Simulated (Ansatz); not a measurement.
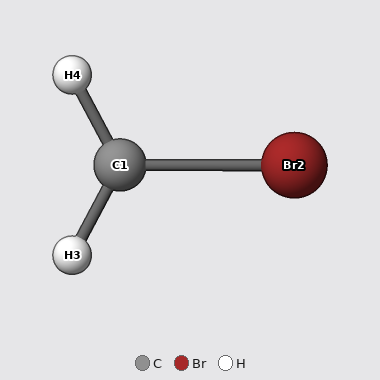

The system is CH₂Br, SMILES [CH2]Br, spin multiplicity 2; the picture shows the reference structure. 
- Coordinates scanned: (1) angle H3–C1–Br2; (2) angle H4–C1–Br2.
- Nothing is relaxed (all other coordinates rigid).
- The scan uses a 13 × 13 grid; 91 points were computed and 78 follow by symmetry.
- Points are written as (first, second).
- All energies are given in eV relative to the relaxed molecule at the same level.
- Theory: Ansatz 0.2.0, UHF-MP2, frozen core/def2-TZVP.

Its coordinates:

```xyz
4

C    -0.0445   -0.1947   -0.1001
Br    0.1911    1.3711    0.8333
H    -0.3367   -0.1238   -1.1328
H     0.2458   -1.1128    0.3792
```

Range: angle H3–C1–Br2 from 72.8 to 162.8°; angle H4–C1–Br2 from 72.8 to 162.8°.

**What landscape does the calculation give?**

The lowest grid point is at (117.8°, 117.8°), 0.00 eV from the relaxed molecule at the same level. It is the only kind of minimum in the scanned range. The highest grid point, (162.8°, 162.8°), lies 7.29 eV above the lowest. Round the minimum the valley is somewhat tilted: raising angle H3–C1–Br2 shifts the best value of angle H4–C1–Br2 downwards (coupling k₁₂/√(k₁₁k₂₂) about 0.4).

```csv
"angle H4–C1–Br2 ↓, angle H3–C1–Br2 →",72.8,80.3,87.8,95.3,102.8,110.3,117.8,125.3,132.8,140.3,147.8,155.3,162.8
162.8,2.27,1.75,1.42,1.25,1.25,1.39,1.68,2.11,2.69,3.43,4.36,5.56,7.29
155.3,2.08,1.53,1.16,0.94,0.88,0.96,1.17,1.53,2.01,2.64,3.41,4.36,5.56
147.8,1.94,1.37,0.96,0.70,0.59,0.61,0.76,1.03,1.44,1.97,2.62,3.41,4.36
140.3,1.84,1.26,0.82,0.53,0.37,0.34,0.43,0.64,0.96,1.41,1.97,2.64,3.43
132.8,1.80,1.21,0.75,0.43,0.23,0.15,0.19,0.34,0.60,0.96,1.44,2.01,2.69
125.3,1.81,1.22,0.75,0.40,0.17,0.06,0.05,0.14,0.34,0.64,1.03,1.53,2.11
117.8,1.88,1.29,0.82,0.45,0.20,0.05,0.00,0.05,0.19,0.43,0.76,1.17,1.68
110.3,2.01,1.43,0.96,0.58,0.31,0.13,0.05,0.06,0.15,0.34,0.61,0.96,1.39
102.8,2.21,1.64,1.17,0.79,0.50,0.31,0.20,0.17,0.23,0.37,0.59,0.88,1.25
95.3,2.46,1.92,1.46,1.08,0.79,0.58,0.45,0.40,0.43,0.53,0.70,0.94,1.25
87.8,2.79,2.27,1.83,1.46,1.17,0.96,0.82,0.75,0.75,0.82,0.96,1.16,1.42
80.3,3.18,2.69,2.27,1.92,1.64,1.43,1.29,1.22,1.21,1.26,1.37,1.53,1.75
72.8,3.65,3.18,2.79,2.46,2.21,2.01,1.88,1.81,1.80,1.84,1.94,2.08,2.27
```

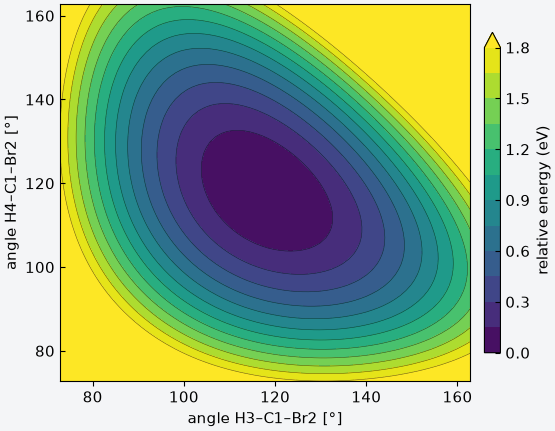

In the figure: filled contours, one colour for all values above the top of the scale. Between grid points the surface is interpolated.

Time for the 91 points that were run: 4.7 min on 1 thread of Arm Neoverse V2 (shared host).
